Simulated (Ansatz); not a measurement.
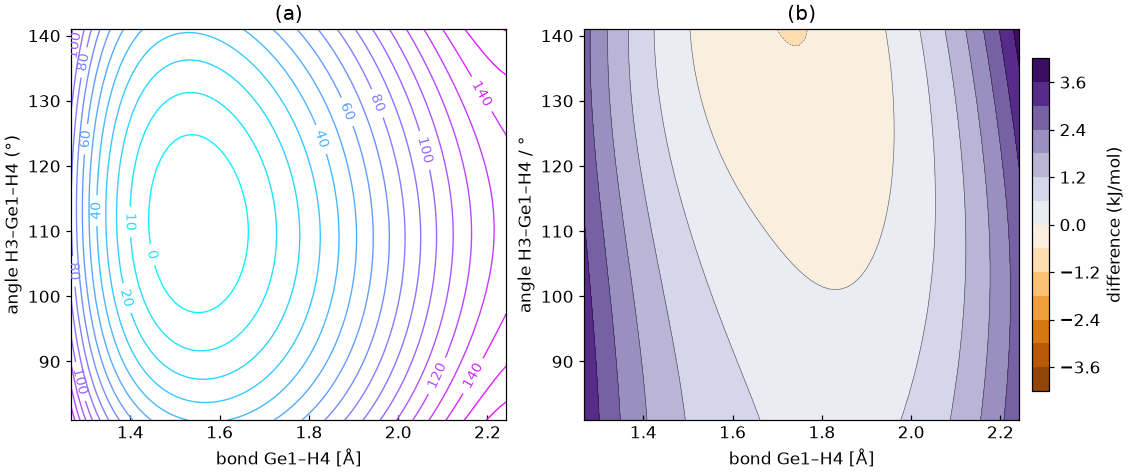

GeH₂I, SMILES [GeH2][I], spin multiplicity 2. Two internal coordinates are moved rigidly from the geometry relaxed at PBE0-D4/def2-TZVP, all others fixed. Coordinates scanned: (1) bond Ge1–H4; (2) angle H3–Ge1–H4. Grid: 5 × 5 points. Points are written as (first, second). Energies: kJ/mol, counted from each map's own lowest point. Method: UKS r2SCAN-D4/def2-TZVPP in Ansatz 0.2.0.

Panel (a): Ansatz, UKS r2SCAN-D4/def2-TZVPP. Panel (b): the map at UKS PBE0-D4/def2-TZVPP in Ansatz less the map of (a), each from its own lowest point.

Q: How does the change of method alter the landscape?

A: The difference runs from −0.6 kJ/mol at (1.664 Å, 141°) to 3.9 kJ/mol at (2.242 Å, 141°). The interpolated minimum moves from 1.5417 to 1.5443 Å in bond Ge1–H4 and 110.8 to 111.0° in angle H3–Ge1–H4.
